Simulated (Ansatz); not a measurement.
## Run report: GeH₄SCl₂, nudged elastic band (part 1 of 2)

System: GeH₄SCl₂.
Method: RKS PBE/def2-SVP (Ansatz 0.2.0).

It belongs to a series of runs on one base structure; here: band between the two ends. Figures and captions count atoms from 1; the log counts them from 0 in places.

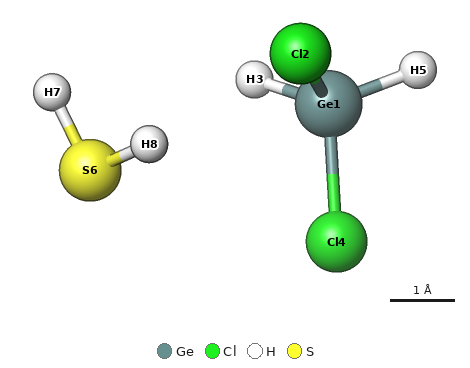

**Figure 1.** The input geometry (ball-and-stick view, seen at a tilt; atoms are numbered from 1 in the order of the input). Sticks mark near contacts. Bond lengths as drawn: Cl–Ge 2.17 to 2.18 Å, Ge–H 1.54 to 1.55 Å and H–S 1.36 Å.

## Summary

| quantity | value |
| --- | --- |
| outcome | converged |
| barrier, forward | 0.957 eV |
| barrier, backward | 0.838 eV |
| hardware | 2 threads of Intel Xeon (Granite Rapids), 32 GiB of memory available, shared host |
| wall time | 5.8 min (CPU time 11 min) |
| peak memory | 0.18 GiB |

## Remarks

The order of the saddle point was not checked.

## Input
```yaml
crystal:
  periodic: [false, false, false]
  atoms:
    - { symbol: Ge, position_ang: [-0.247485, -0.338301, -0.107031] }
    - { symbol: Cl, position_ang: [-0.377562, -0.425878, 2.069624] }
    - { symbol: H, position_ang: [1.217565, -0.044609, -0.488186] }
    - { symbol: Cl, position_ang: [-1.504364, 1.284656, -0.800016] }
    - { symbol: H, position_ang: [-0.842924, -1.661568, -0.640638] }
    - { symbol: S, position_ang: [1.609567, 2.877682, 1.317553] }
    - { symbol: H, position_ang: [2.676184, 2.291876, 1.927207] }
    - { symbol: H, position_ang: [0.738618, 2.108543, 2.029485] }
basis:
  gaussian: { orbitals: def2-SVP }
hamiltonian:
  xc: pbe
neb:
  order_check: false
  images: 9
  f_tol: 0.05
  max_iterations: 60
  final_atoms:
    - { symbol: Ge, position_ang: [-0.01460446, 0.58349196, -0.21398669] }
    - { symbol: Cl, position_ang: [0.83583218, -0.72061497, 3.08812328] }
    - { symbol: H, position_ang: [1.18790351, -0.38122944, -0.26560387] }
    - { symbol: Cl, position_ang: [-0.30406103, 1.3601318, -2.23028072] }
    - { symbol: H, position_ang: [-1.35089783, -0.01363847, 0.26861081] }
    - { symbol: S, position_ang: [0.41950562, 2.29615071, 1.20003202] }
    - { symbol: H, position_ang: [1.71121874, 2.43434038, 0.78604694] }
    - { symbol: H, position_ang: [0.78470228, 0.53376904, 2.67505623] }
  initial_path:
    images:
      - { positions_ang: [[-0.247485, -0.338301, -0.107031], [-0.377562, -0.425878, 2.069624], [1.217565, -0.044609, -0.488186], [-1.504364, 1.284656, -0.800016], [-0.842924, -1.661568, -0.640638], [1.609567, 2.877682, 1.317553], [2.676184, 2.291876, 1.927207], [0.738618, 2.108543, 2.029485]] }
      - { positions_ang: [[-0.19748569, -0.27322962, -0.08290886], [-0.2979452, -0.33611529, 2.17235242], [1.2661308, -0.03700797, -0.49314678], [-1.41652447, 1.38338261, -0.78868035], [-0.81818091, -1.58756223, -0.60846486], [1.47628507, 2.74813151, 1.2100161], [2.55048351, 2.23620361, 1.8642558], [0.70683589, 1.95859837, 2.03457453]] }
      - { positions_ang: [[-0.14748639, -0.20815823, -0.05878673], [-0.21832839, -0.24635257, 2.27508084], [1.3146966, -0.02940693, -0.49810755], [-1.32868493, 1.48210922, -0.7773447], [-0.79343783, -1.51355646, -0.57629173], [1.34300313, 2.61858102, 1.1024792], [2.42478302, 2.18053123, 1.8013046], [0.67505379, 1.80865374, 2.03966406]] }
      - { positions_ang: [[-0.09748708, -0.14308685, -0.03466459], [-0.13871159, -0.15658986, 2.37780926], [1.3632624, -0.0218059, -0.50306833], [-1.2408454, 1.58083582, -0.76600905], [-0.76869474, -1.4395507, -0.54411859], [1.2097212, 2.48903053, 0.99494231], [2.29908252, 2.12485884, 1.7383534], [0.64327168, 1.65870911, 2.0447536]] }
      - { positions_ang: [[-0.04748777, -0.07801547, -0.01054246], [-0.05909479, -0.06682715, 2.48053768], [1.4118282, -0.01420487, -0.5080291], [-1.15300586, 1.67956243, -0.7546734], [-0.74395166, -1.36554493, -0.51194546], [1.07643927, 2.35948004, 0.88740541], [2.17338203, 2.06918646, 1.6754022], [0.61148958, 1.50876448, 2.04984313]] }
      - { positions_ang: [[0.00251154, -0.01294408, 0.01357968], [0.02052202, 0.02293556, 2.5832661], [1.46039401, -0.00660383, -0.51298988], [-1.06516633, 1.77828904, -0.74333774], [-0.71920857, -1.29153916, -0.47977232], [0.94315733, 2.22992955, 0.77986851], [2.04768154, 2.01351407, 1.612451], [0.57970747, 1.35881985, 2.05493266]] }
      - { positions_ang: [[-0.00091166, 0.10634313, -0.03193359], [0.18358405, -0.12577454, 2.68423753], [1.40589591, -0.08152896, -0.46351268], [-0.91294527, 1.69465759, -1.04072634], [-0.84554642, -1.03595902, -0.33009569], [0.83842699, 2.24317378, 0.86390121], [1.98038898, 2.09767933, 1.44717019], [0.62070643, 1.19380969, 2.17895737]] }
      - { positions_ang: [[-0.00433486, 0.22563033, -0.07744687], [0.34664608, -0.27448465, 2.78520897], [1.35139781, -0.15645408, -0.41403548], [-0.76072421, 1.61102614, -1.33811494], [-0.97188428, -0.78037888, -0.18041907], [0.73369665, 2.25641801, 0.94793391], [1.91309642, 2.1818446, 1.28188937], [0.6617054, 1.02879952, 2.30298209]] }
      - { positions_ang: [[-0.00775806, 0.34491754, -0.12296014], [0.50970811, -0.42319476, 2.8861804], [1.29689971, -0.2313792, -0.36455827], [-0.60850315, 1.52739469, -1.63550353], [-1.09822213, -0.52479875, -0.03074244], [0.6289663, 2.26966225, 1.03196661], [1.84580386, 2.26600986, 1.11660856], [0.70270436, 0.86378936, 2.4270068]] }
      - { positions_ang: [[-0.01118126, 0.46420475, -0.16847342], [0.67277014, -0.57190486, 2.98715184], [1.24240161, -0.30630432, -0.31508107], [-0.45628209, 1.44376325, -1.93289213], [-1.22455998, -0.26921861, 0.11893419], [0.52423596, 2.28290648, 1.11599931], [1.7785113, 2.35017512, 0.95132775], [0.74370332, 0.6987792, 2.55103152]] }
      - { positions_ang: [[-0.01460446, 0.58349196, -0.21398669], [0.83583218, -0.72061497, 3.08812328], [1.18790351, -0.38122944, -0.26560387], [-0.30406103, 1.3601318, -2.23028072], [-1.35089783, -0.01363847, 0.26861081], [0.41950562, 2.29615071, 1.20003202], [1.71121874, 2.43434038, 0.78604694], [0.78470228, 0.53376904, 2.67505623]] }
```

Command:
```bash
ansatz run input.yaml --threads 2 --pin off --max-ram 3072MiB --backend cpu --events-out ev --progress --plain --runs-dir out
```

## Output
```
Engine: ansatz 0.2.0, x86_64-unknown-linux-gnu
Functional definition: PBE
  parameter kappa = 0.804
  parameter beta = 0.06672455060314922
  exchange = pbe_x(kappa = kappa, mu = beta*pi^2/3)
  correlation = pbe_c(beta = beta)
1178 factors; their error is unknown
mean field evaluation 1: about -92422.8484 eV, gradient 2.7e1 eV
mean field evaluation 2: about -92422.3945 eV, gradient 3.4e1 eV
mean field evaluation 4: about -92424.0720 eV, gradient 1.3e0 eV
mean field evaluation 8: about -92424.0043 eV, gradient 7.6e-2 eV
mean field evaluation 16: about -92424.0043 eV, gradient 1.6e-5 eV
mean field -92424.00434038 eV, -3396.5195122689 hartree, gradient 1.6e-5 eV, S^2 0.000000; 0 other end points of the search recorded, 0 dependent functions left out
the calculation of the forces begins
reference -92424.00437443 eV, -3396.5195135201 hartree; 43, 43 occupied and 63, 63 virtual orbitals, 1178 factors
1178 factors; their error is unknown
mean field -92423.88574006 eV, -3396.5151537875 hartree, gradient 1.8e-5 eV, S^2 0.000000; 0 other end points of the search recorded, 0 dependent functions left out
[... from here on the field's lines of each further geometry are left out, up to the last ...]
NEB iter   1: max|band force component| = 5.467e0 eV/Å  barrier→ = 2.7173 eV  barrier← = 2.5987 eV  Δτ_max = 0.2000 Å  (276 SCF iters)
NEB iter   2: max|band force component| = 2.277e0 eV/Å  barrier→ = 1.7594 eV  barrier← = 1.6408 eV  Δτ_max = 0.2000 Å  (261 SCF iters)
NEB iter   3: max|band force component| = 1.084e0 eV/Å  barrier→ = 1.4129 eV  barrier← = 1.2943 eV  Δτ_max = 0.2000 Å  (248 SCF iters)
NEB iter   4: max|band force component| = 7.245e-1 eV/Å  barrier→ = 1.2678 eV  barrier← = 1.1492 eV  Δτ_max = 0.2000 Å  (236 SCF iters)
NEB iter   5: max|band force component| = 1.050e0 eV/Å  barrier→ = 1.2260 eV  barrier← = 1.1074 eV  Δτ_max = 0.1023 Å  (238 SCF iters)
NEB iter   6: max|band force component| = 7.652e-1 eV/Å  barrier→ = 1.1661 eV  barrier← = 1.0475 eV  Δτ_max = 0.1019 Å  (227 SCF iters)
NEB iter   7: max|band force component| = 6.066e-1 eV/Å  barrier→ = 1.0916 eV  barrier← = 0.9730 eV  Δτ_max = 0.1000 Å  (219 SCF iters)
NEB iter   8: max|band force component| = 5.687e-1 eV/Å  barrier→ = 1.0348 eV  barrier← = 0.9162 eV  CI = image 5  Δτ_max = 0.1007 Å  (214 SCF iters)
NEB iter   9: max|band force component| = 5.806e-1 eV/Å  barrier→ = 1.1375 eV  barrier← = 1.0189 eV  CI = image 5  Δτ_max = 0.1395 Å  (223 SCF iters)
NEB iter  10: max|band force component| = 3.051e-1 eV/Å  barrier→ = 1.1064 eV  barrier← = 0.9878 eV  CI = image 5  Δτ_max = 0.1436 Å  (223 SCF iters)
NEB iter  11: max|band force component| = 2.525e-1 eV/Å  barrier→ = 1.0798 eV  barrier← = 0.9612 eV  CI = image 5  Δτ_max = 0.2000 Å  (222 SCF iters)
NEB iter  12: max|band force component| = 2.965e-1 eV/Å  barrier→ = 1.0584 eV  barrier← = 0.9398 eV  CI = image 5  Δτ_max = 0.1012 Å  (235 SCF iters)
NEB iter  13: max|band force component| = 3.031e-1 eV/Å  barrier→ = 1.0401 eV  barrier← = 0.9215 eV  CI = image 5  Δτ_max = 0.0503 Å  (219 SCF iters)
NEB iter  14: max|band force component| = 2.794e-1 eV/Å  barrier→ = 1.0302 eV  barrier← = 0.9116 eV  CI = image 5  Δτ_max = 0.0504 Å  (213 SCF iters)
NEB iter  15: max|band force component| = 2.514e-1 eV/Å  barrier→ = 1.0172 eV  barrier← = 0.8986 eV  CI = image 5  Δτ_max = 0.0502 Å  (216 SCF iters)
NEB iter  16: max|band force component| = 1.903e-1 eV/Å  barrier→ = 1.0048 eV  barrier← = 0.8862 eV  CI = image 5  Δτ_max = 0.0503 Å  (214 SCF iters)
NEB iter  17: max|band force component| = 1.423e-1 eV/Å  barrier→ = 0.9938 eV  barrier← = 0.8752 eV  CI = image 5  Δτ_max = 0.0499 Å  (214 SCF iters)
NEB iter  18: max|band force component| = 1.222e-1 eV/Å  barrier→ = 0.9856 eV  barrier← = 0.8670 eV  CI = image 5  Δτ_max = 0.0502 Å  (214 SCF iters)
NEB iter  19: max|band force component| = 1.285e-1 eV/Å  barrier→ = 0.9788 eV  barrier← = 0.8602 eV  CI = image 5  Δτ_max = 0.0500 Å  (212 SCF iters)
NEB iter  20: max|band force component| = 1.179e-1 eV/Å  barrier→ = 0.9737 eV  barrier← = 0.8551 eV  CI = image 5  Δτ_max = 0.0503 Å  (211 SCF iters)
NEB iter  21: max|band force component| = 1.011e-1 eV/Å  barrier→ = 0.9689 eV  barrier← = 0.8503 eV  CI = image 5  Δτ_max = 0.0501 Å  (214 SCF iters)
NEB iter  22: max|band force component| = 1.049e-1 eV/Å  barrier→ = 0.9653 eV  barrier← = 0.8467 eV  CI = image 5  Δτ_max = 0.0502 Å  (212 SCF iters)
NEB iter  23: max|band force component| = 1.145e-1 eV/Å  barrier→ = 0.9626 eV  barrier← = 0.8440 eV  CI = image 5  Δτ_max = 0.0501 Å  (212 SCF iters)
NEB iter  24: max|band force component| = 1.235e-1 eV/Å  barrier→ = 0.9610 eV  barrier← = 0.8424 eV  CI = image 5  Δτ_max = 0.0500 Å  (213 SCF iters)
NEB iter  25: max|band force component| = 1.381e-1 eV/Å  barrier→ = 0.9603 eV  barrier← = 0.8417 eV  CI = image 5  Δτ_max = 0.0499 Å  (211 SCF iters)
NEB iter  26: max|band force component| = 1.515e-1 eV/Å  barrier→ = 0.9589 eV  barrier← = 0.8403 eV  CI = image 5  Δτ_max = 0.1009 Å  (212 SCF iters)
NEB iter  27: max|band force component| = 1.945e-1 eV/Å  barrier→ = 0.9588 eV  barrier← = 0.8402 eV  CI = image 5  Δτ_max = 0.1015 Å  (220 SCF iters)
NEB iter  28: max|band force component| = 2.052e-1 eV/Å  barrier→ = 0.9583 eV  barrier← = 0.8397 eV  CI = image 5  Δτ_max = 0.1015 Å  (219 SCF iters)
NEB iter  29: max|band force component| = 1.803e-1 eV/Å  barrier→ = 0.9575 eV  barrier← = 0.8389 eV  CI = image 5  Δτ_max = 0.1947 Å  (219 SCF iters)
NEB iter  30: max|band force component| = 1.595e-1 eV/Å  barrier→ = 0.9571 eV  barrier← = 0.8385 eV  CI = image 5  Δτ_max = 0.1967 Å  (224 SCF iters)
NEB iter  31: max|band force component| = 9.228e-2 eV/Å  barrier→ = 0.9569 eV  barrier← = 0.8383 eV  CI = image 5  Δτ_max = 0.1973 Å  (219 SCF iters)
NEB iter  32: max|band force component| = 1.220e-1 eV/Å  barrier→ = 0.9569 eV  barrier← = 0.8383 eV  CI = image 5  Δτ_max = 0.0994 Å  (225 SCF iters)
the calculation of the forces begins
reference -92423.85222198 eV, -3396.5139220206 hartree; 43, 43 occupied and 63, 63 virtual orbitals, 1178 factors
1178 factors; their error is unknown
mean field evaluation 1888: about -92423.0475 eV, gradient 1.9e-3 eV
mean field -92423.04750734 eV, -3396.4843493032 hartree, gradient 1.2e-5 eV, S^2 0.000000; 1 other end points of the search recorded, 0 dependent functions left out
the calculation of the forces begins
reference -92423.04753843 eV, -3396.4843504457 hartree; 43, 43 occupied and 63, 63 virtual orbitals, 1178 factors
NEB iter  33: max|band force component| = 4.753e-2 eV/Å  barrier→ = 0.9568 eV  barrier← = 0.8382 eV  CI = image 5  Δτ_max = 0.0000 Å  (432 SCF iters)
```
